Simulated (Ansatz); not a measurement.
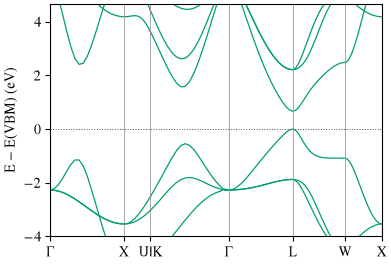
Band structure from plane-wave PAW r²SCAN+D4 (Ansatz code)

Q: Read off the gap and where the band edges lie.

A: About 0.7 eV (0.66 eV by a search for the band edges); maximum at L, minimum at L.

The material is PbS (rock salt, space group No. 225).

Space group Fm-3m (rock salt). The r²SCAN+D4 relaxation kept the symmetry of its start. Spin–orbit coupling is left out wherever it is not named.

Potentials: the earlier of the program's two PAW sets.
